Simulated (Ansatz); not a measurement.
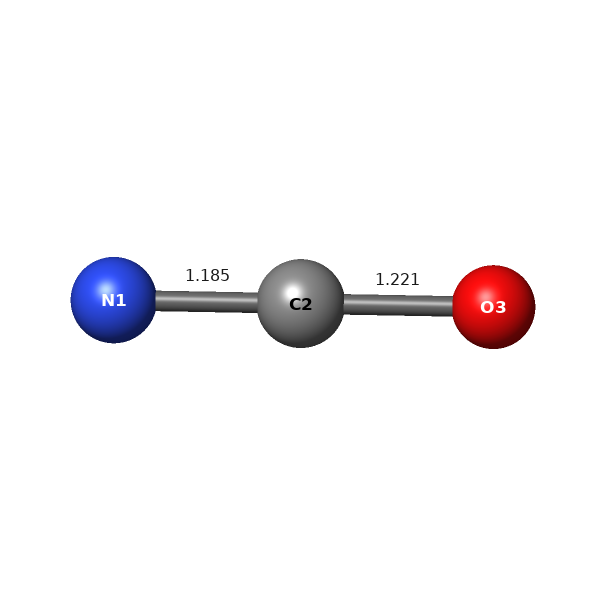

Bond lengths are marked in Å; every bond is drawn as one stick. State: charge −1, singlet. The geometry was computed by an optimisation with PBE0-D4/def2-TZVPD. No frequency run is at hand to confirm it as a minimum.

**Assign a bond order to each marked bond.**

N1–C2 triple; C2–O3 single. This is one Lewis structure.

**Write the SMILES.**

N#C[O-]
